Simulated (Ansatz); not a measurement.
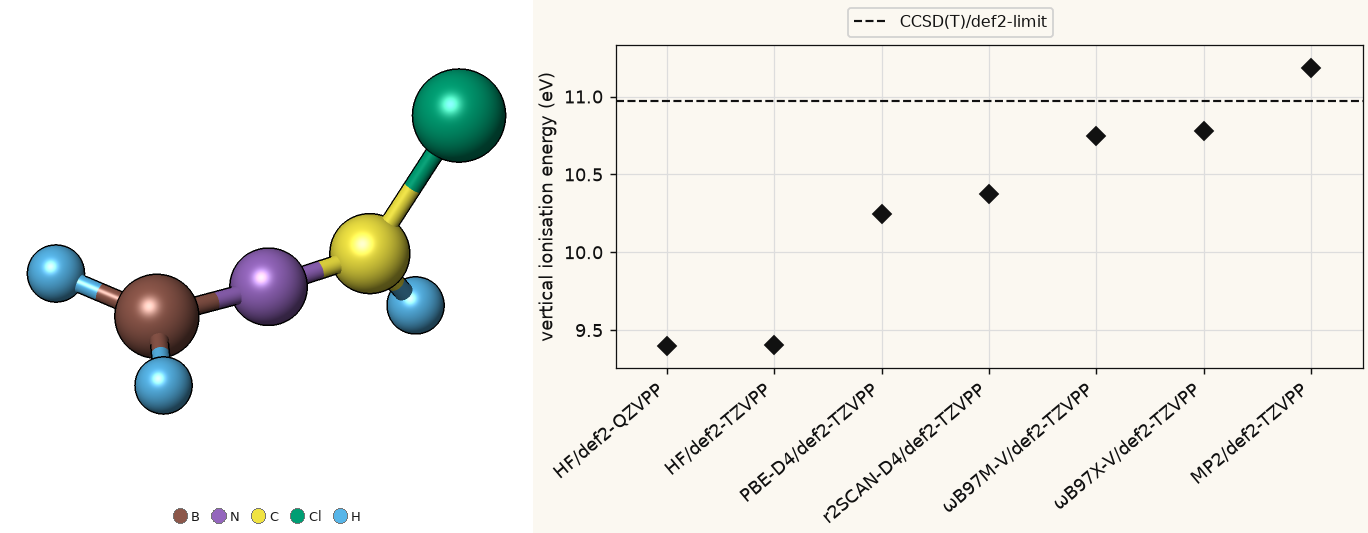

Vertical ionisation energy of CH₃BClN, SMILES B/N=C\Cl, taken as the energy of the cation less that of the neutral at fixed geometry (unrestricted doublet cation, cores frozen in correlated methods, no spin-orbit coupling), the Ansatz code, at a PBE0-D4/def2-TZVP geometry (a minimum by its frequencies). Limit means an estimate of the basis limit from triple and quadruple zeta; for coupled cluster it is either extrapolated directly or built as the MP2 limit plus the step from MP2 in triple zeta. The distance of MP2/def2-TZVPP to the limit includes basis error.

Which level comes closest to the line (CCSD(T)/def2-limit), and which misses most?

Closest ωB97X-V/def2-TZVPP (10.78 eV), against 10.97 eV; farthest HF/def2-QZVPP (9.40 eV).

Give the values.

| level | eV | less CCSD(T)/def2-limit |
| --- | --- | --- |
| HF/def2-QZVPP | 9.40 | −1.57 |
| HF/def2-TZVPP | 9.40 | −1.57 |
| PBE-D4/def2-TZVPP | 10.25 | −0.73 |
| r2SCAN-D4/def2-TZVPP | 10.37 | −0.60 |
| ωB97M-V/def2-TZVPP | 10.74 | −0.23 |
| ωB97X-V/def2-TZVPP | 10.78 | −0.19 |
| MP2/def2-TZVPP | 11.19 | 0.21 |
| CCSD(T)/def2-limit | 10.97 | 0.00 |
